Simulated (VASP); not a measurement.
# PtS2: convergence with the k-mesh and SCF solver, part 3 of 3

How sensitive are energy, pressure and forces of PtS2 to the k-mesh and SCF solver? The atoms are off their equilibrium sites, so that forces can be compared too. The series runs use LDA. The atoms of the start are displaced at random from the sites of a P-3m1 cell.

VASP 6.6.1; LDA; plane waves and PAW (Pt, S).

Still holding for the runs below: Spin-orbit coupling is off here; with elements this heavy it splits and shifts levels by tenths of an eV or more.

So far. Step 13 (SCF solver: ALGO = VeryFast): Against the first of the series the energy stays within 0.01 meV an atom and the pressure within 0.01 GPa, after 20 cycles in 22 s. Step 14 (SCF solver: ALGO = All): Against the first of the series the energy stays within 0.01 meV an atom and the pressure within 0.01 GPa, after 16 cycles in 15 s.

### 15. SCF solver: ALGO = Damped

File INCAR:

```
SYSTEM = PtS2
PREC = Accurate
ENCUT = 400
EDIFF = 1E-06
NELM = 100
ISMEAR = -1
SIGMA = 0.05
LREAL = .FALSE.
ALGO = Damped
GGA = CA
NBANDS = 17
LASPH = .TRUE.
LORBIT = 11
LWAVE = .FALSE.
LCHARG = .FALSE.
KPAR = 4
ISIF = 2
```

File POSCAR:

```
PtS2
1.0
    3.5432000000      0.0000000000      0.0000000000
   -1.7716000000      3.0685012107      0.0000000000
    0.0000000000      0.0000000000      5.0388000000
Pt S
1 2
Direct
   -0.0005740000     -0.0065100000      0.0100490000
    0.3338500000      0.6644070000      0.2256870000
    0.6683970000      0.3381490000      0.7803540000
```

File KPOINTS:

```
Automatic mesh
0
Gamma
9 9 5
0 0 0
```

PAW data sets: Pt and S (PBE family, release 64).

Command:

```sh
mpirun -np 4 vasp_std
```

Log:

```text
[... set-up lines as in an earlier step ...]
 entering main loop
       N       E                     dE             d eps       ncg     rms           ort
DAV:   1     0.149619518066E+03    0.14962E+03   -0.90189E+03  3451   0.979E+02
DAV:   2     0.259262942078E+01   -0.14703E+03   -0.14168E+03  3451   0.254E+02
DAV:   3    -0.164979655289E+02   -0.19091E+02   -0.18387E+02  3451   0.866E+01
DAV:   4    -0.191676415116E+02   -0.26697E+01   -0.26317E+01  3451   0.347E+01
[...]
DMP:  22    -0.180949074746E+02    0.11325E-06   -0.20709E-05  3451   0.560E-05  -0.112E-05
DMP:  23    -0.180949086556E+02   -0.11810E-05   -0.21921E-06  3451   0.269E-06   0.732E-06
DMP:  24    -0.180949086561E+02   -0.52091E-09   -0.22459E-06  3451   0.770E-06  -0.547E-06
 final diagonalization occupied
   1 F= -.18094909E+02 E0= -.18094905E+02  d E =-.793899E-05
```

It took 19 s on 4 MPI ranks of Intel Xeon 6975P-C (Granite Rapids), shared host; peak memory 1.3 GiB.

Parts of OUTCAR (step 15):

```text
  Total        2.1305072      2.4445245      1.9964299      0.0527341      0.3007889     -0.0983887
  in kB       62.3080978     71.4917450     58.3869196      1.5422437      8.7967701     -2.8774444
  external PRESSURE =      64.0622541 kB  Pullay stress =       0.0000000 kB

 POSITION                                       TOTAL-FORCE (eV/Angst)
 -----------------------------------------------------------------------------------
      1.78110      3.04853      0.05063        -0.146852      0.484331     -0.742895
      0.00583      2.03873      1.13719         0.028752     -0.107694      1.585681
      1.76920      1.03761      3.93205         0.118099     -0.376637     -0.842786
 -----------------------------------------------------------------------------------
    total drift:                                0.000116     -0.000071      0.000730

  FREE ENERGIE OF THE ION-ELECTRON SYSTEM (eV)
  ---------------------------------------------------
  free  energy   TOTEN  =       -18.0949086561 eV

  energy  without entropy=      -18.0949007171  energy(sigma->0) =      -18.09490469

[... 2 parts as in an earlier step ...]

[... 1 further part left out ...]
[key lines of the parts left out:]
E-fermi :   7.0055
```

Against the first of the series the energy stays within 0.01 meV an atom; the pressure moves by -0.02 GPa, after 24 cycles in 19 s.

### 16. SCF solver: AMIX = 0.1, BMIX = 0.01

Edit INCAR of step 15 so:

```diff
@@ -8,3 +8,3 @@
 LREAL = .FALSE.
-ALGO = Damped
+ALGO = Normal
 GGA = CA
@@ -17 +17,3 @@
 ISIF = 2
+AMIX = 0.1
+BMIX = 0.01
```

POSCAR is that of step 15.

KPOINTS is that of step 15.

Command:

```sh
mpirun -np 4 vasp_std
```

Log:

```text
[... set-up lines as in an earlier step ...]
 entering main loop
       N       E                     dE             d eps       ncg     rms          rms(c)
[... 5 cycles as in an earlier step ...]
DAV:   6    -0.186599699047E+02    0.10393E+01   -0.76980E-01  7306   0.852E+00    0.172E+01
DAV:   7    -0.181864692096E+02    0.47350E+00   -0.21383E+00  7326   0.138E+01    0.123E+01
DAV:   8    -0.181669263978E+02    0.19543E-01   -0.23342E-01  7577   0.317E+00    0.788E+00
DAV:   9    -0.181023546129E+02    0.64572E-01   -0.11343E-01  7198   0.304E+00    0.274E+00
[...]
DAV:  15    -0.180949141443E+02    0.13653E-04   -0.32041E-05  8027   0.417E-02    0.477E-02
DAV:  16    -0.180949094314E+02    0.47129E-05   -0.14374E-05  8542   0.252E-02    0.149E-02
DAV:  17    -0.180949093003E+02    0.13111E-06   -0.12780E-06  4358   0.768E-03
   1 F= -.18094909E+02 E0= -.18094905E+02  d E =-.792914E-05
```

Elapsed: 18 s, on 4 MPI ranks; peak memory 0.91 GiB.

From OUTCAR (step 16):

```text
  Total        2.1199442      2.4338547      1.9815184      0.0527376      0.3007261     -0.0983793
  in kB       61.9991779     71.1796979     57.9508240      1.5423454      8.7949338     -2.8771687
  external PRESSURE =      63.7098999 kB  Pullay stress =       0.0000000 kB

 POSITION                                       TOTAL-FORCE (eV/Angst)
 -----------------------------------------------------------------------------------
      1.78110      3.04853      0.05063        -0.146859      0.484329     -0.743318
      0.00583      2.03873      1.13719         0.028742     -0.107677      1.584787
      1.76920      1.03761      3.93205         0.118117     -0.376652     -0.841469
 -----------------------------------------------------------------------------------
    total drift:                                0.000080      0.000008      0.000061

  FREE ENERGIE OF THE ION-ELECTRON SYSTEM (eV)
  ---------------------------------------------------
  free  energy   TOTEN  =       -18.0949093003 eV

  energy  without entropy=      -18.0949013712  energy(sigma->0) =      -18.09490534

[... 2 parts as in an earlier step ...]

[... 1 further part left out ...]
[key lines of the parts left out:]
E-fermi :   7.0060
```

Against the first of the series the energy stays within 0.01 meV an atom; the pressure moves by -0.05 GPa, after 17 cycles in 18 s.

### 17. SCF solver: AMIX = 0.8

Edit INCAR of step 16 so:

```diff
@@ -17,3 +17,2 @@
 ISIF = 2
-AMIX = 0.1
-BMIX = 0.01
+AMIX = 0.8
```

POSCAR is that of step 16.

KPOINTS is that of step 16.

Command:

```sh
mpirun -np 4 vasp_std
```

Log:

```text
[... set-up lines as in an earlier step ...]
 entering main loop
       N       E                     dE             d eps       ncg     rms          rms(c)
[... 5 cycles as in an earlier step ...]
DAV:   6    -0.223375748168E+02   -0.26383E+01   -0.32987E+01  6953   0.559E+01    0.266E+01
DAV:   7    -0.180833119370E+02    0.42543E+01   -0.11457E+01  6945   0.362E+01    0.531E+00
DAV:   8    -0.181278521189E+02   -0.44540E-01   -0.18503E+00  7512   0.957E+00    0.276E+00
DAV:   9    -0.180954566370E+02    0.32395E-01   -0.15030E-01  7590   0.366E+00    0.992E-01
DAV:  10    -0.180949355062E+02    0.52113E-03   -0.26836E-02  8452   0.102E+00    0.551E-01
DAV:  11    -0.180950705295E+02   -0.13502E-03   -0.64281E-03  8925   0.493E-01    0.114E-01
DAV:  12    -0.180949012219E+02    0.16931E-03   -0.12685E-03  8806   0.228E-01    0.390E-02
DAV:  13    -0.180949095166E+02   -0.82948E-05   -0.11588E-04  8101   0.698E-02    0.181E-02
DAV:  14    -0.180949088643E+02    0.65235E-06   -0.94950E-06  8414   0.180E-02
   1 F= -.18094909E+02 E0= -.18094905E+02  d E =-.793764E-05
```

Run time: 15 s. Hardware: 4 MPI ranks; peak memory 0.87 GiB.

OUTCAR, selected parts (step 17):

```text
  Total        2.1316295      2.4455846      1.9976916      0.0527199      0.3007347     -0.0983706
  in kB       62.3409228     71.5227456     58.4238177      1.5418294      8.7951874     -2.8769137
  external PRESSURE =      64.0958287 kB  Pullay stress =       0.0000000 kB

 POSITION                                       TOTAL-FORCE (eV/Angst)
 -----------------------------------------------------------------------------------
      1.78110      3.04853      0.05063        -0.146847      0.484289     -0.744190
      0.00583      2.03873      1.13719         0.028742     -0.107658      1.585421
      1.76920      1.03761      3.93205         0.118105     -0.376631     -0.841231
 -----------------------------------------------------------------------------------
    total drift:                                0.000108     -0.000101     -0.001457

  FREE ENERGIE OF THE ION-ELECTRON SYSTEM (eV)
  ---------------------------------------------------
  free  energy   TOTEN  =       -18.0949088643 eV

  energy  without entropy=      -18.0949009267  energy(sigma->0) =      -18.09490490

[... 2 parts as in an earlier step ...]

[... 1 further part left out ...]
[key lines of the parts left out:]
E-fermi :   7.0055
```

Against the first of the series the energy stays within 0.01 meV an atom; the pressure moves by -0.01 GPa, after 14 cycles in 15 s.

### 18. SCF solver: IMIX = 1, AMIX = 0.2

Edit INCAR of step 17 so:

```diff
@@ -17,2 +17,3 @@
 ISIF = 2
-AMIX = 0.8
+IMIX = 1
+AMIX = 0.2
```

POSCAR is that of step 17.

KPOINTS is that of step 17.

Command:

```sh
mpirun -np 4 vasp_std
```

Log:

```text
[... set-up lines as in an earlier step ...]
 entering main loop
       N       E                     dE             d eps       ncg     rms          rms(c)
[... 5 cycles as in an earlier step ...]
DAV:   6    -0.183410624733E+02    0.13582E+01   -0.19465E+00  7223   0.135E+01    0.146E+01
DAV:   7    -0.181978448689E+02    0.14322E+00   -0.43117E-01  7959   0.501E+00    0.115E+01
DAV:   8    -0.181566060285E+02    0.41239E-01   -0.23153E-02  9243   0.124E+00    0.916E+00
DAV:   9    -0.181334839617E+02    0.23122E-01   -0.36528E-03  8055   0.523E-01    0.732E+00
[...]
DAV:  29    -0.180949131404E+02    0.24778E-05   -0.14591E-07  3574   0.266E-03    0.780E-02
DAV:  30    -0.180949115726E+02    0.15678E-05   -0.87330E-08  3561   0.208E-03    0.623E-02
DAV:  31    -0.180949105824E+02    0.99022E-06   -0.63482E-08  3553   0.174E-03
   1 F= -.18094911E+02 E0= -.18094907E+02  d E =-.793101E-05
```

The job ended after 24 s (4 MPI ranks; peak memory 0.85 GiB).

Parts of OUTCAR (step 18):

```text
  Total        2.1389849      2.4529401      2.0052219      0.0527268      0.3007877     -0.0983881
  in kB       62.5560341     71.7378641     58.6440477      1.5420302      8.7967359     -2.8774245
  external PRESSURE =      64.3126486 kB  Pullay stress =       0.0000000 kB

 POSITION                                       TOTAL-FORCE (eV/Angst)
 -----------------------------------------------------------------------------------
      1.78110      3.04853      0.05063        -0.146837      0.484258     -0.743437
      0.00583      2.03873      1.13719         0.028740     -0.107660      1.584223
      1.76920      1.03761      3.93205         0.118097     -0.376598     -0.840785
 -----------------------------------------------------------------------------------
    total drift:                                0.000105     -0.000086     -0.000140

  FREE ENERGIE OF THE ION-ELECTRON SYSTEM (eV)
  ---------------------------------------------------
  free  energy   TOTEN  =       -18.0949105824 eV

  energy  without entropy=      -18.0949026514  energy(sigma->0) =      -18.09490662

[... 2 parts as in an earlier step ...]

[... 1 further part left out ...]
[key lines of the parts left out:]
E-fermi :   7.0052
```

Against the first of the series the energy stays within 0.01 meV an atom; the pressure moves by +0.01 GPa, after 31 cycles in 24 s.

### 19. The SCF solver series as a table

This step: convergence of LDA results with the solver; plane waves and PAW (VASP 6.6.1).

No new run; the numbers come from the runs before.

Differences are taken from the run with ALGO = Normal. Results of the series, by row:

```
                setting     status  energy less the reference (meV/atom)  pressure (GPa)  largest force difference (meV/Å)  gap (eV)  SCF cycles  wall time (s)
          ALGO = Normal  converged                                     0           6.422                                 0    0.9081          13             13
            ALGO = Fast  converged                               7.67e-5           6.419                             0.114     0.908          14           15.8
        ALGO = VeryFast  converged                               4.67e-5           6.419                             0.991    0.9078          20             22
             ALGO = All  converged                               2.67e-5           6.417                             0.424     0.908          16           14.6
          ALGO = Damped  converged                               7.67e-5           6.406                             1.754    0.9077          24           18.8
AMIX = 0.1, BMIX = 0.01  converged                              -1.40e-4           6.371                             0.437    0.9082          17           18.2
             AMIX = 0.8  converged                               6.67e-6            6.41                             0.882     0.908          14             15
   IMIX = 1, AMIX = 0.2  converged                              -5.67e-4           6.431                             0.316    0.9082          31             24
```

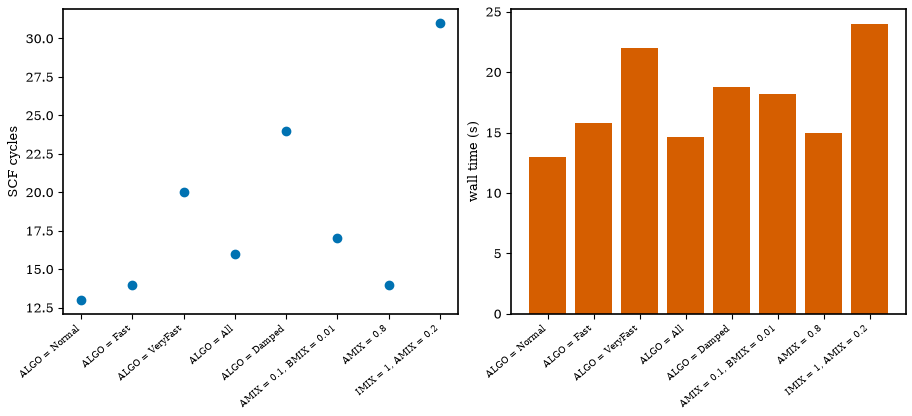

The SCF cycles and the wall time by setting.

### 20. Outcome

```json
{
 "k-mesh from which the energy stays within 10 meV/atom of the reference": "4 4 3",
 "k-mesh from which the energy stays within 1 meV/atom of the reference": "9 9 5",
 "k-mesh from which the pressure stays within 0.2 GPa of the reference": "5 5 3",
 "spread of the pressure over the k-mesh": "4.95 GPa",
 "spread of the energy over the k-mesh": "304 meV/atom",
 "fewest SCF cycles": "ALGO = Normal (13)",
 "most SCF cycles among converged runs": "IMIX = 1, AMIX = 0.2 (31)",
 "spread of the pressure over the SCF solver": "0.0603 GPa",
 "spread of the energy over the SCF solver": "6.4e-4 meV/atom"
}
```

**Reading.** From 9 9 5 on, the energy stays within 1 meV an atom of the reference, at 25 % of its time. The pressure holds within 0.2 GPa from 5 5 3 on. The energy swings above and below the reference, since the sum over k-points is not variational. The gap in the table jumps with the points that each mesh happens to hold, and is no measure of convergence. All SCF solvers that converged agree within 0.05 meV an atom. No setting beats the 13 s of ALGO = Normal by a fifth or more; the slowest converged run is IMIX = 1, AMIX = 0.2, at 24 s. On a shared host such times are rough. Yet the pressure of AMIX = 0.1, BMIX = 0.01 is -0.05 GPa off: EDIFF tests the energy, which is second order in the error of the density, while the stress is first order. Differences are taken from the run with 13 13 8, which is itself not the exact limit. The runs at 2 2 2; 3 3 2 are over 30 meV an atom or 2 GPa off and describe the material poorly.

[Lines on the potential files, build, host, timing and source positions are cut from VASP's logs without a mark.]

[Logs are printed without paths, hosts, clocks, repeated set-up lines and the standing remarks that a program may print on its own settings, such as how far it seeks lower states.]

[Hosts, paths, dates, database ids (printed as entryN), source tags and the programs' standing remarks are cut or masked in the printed files.]

[A measured line is paired with the nearest computed mode of its activity, which favours agreement.]
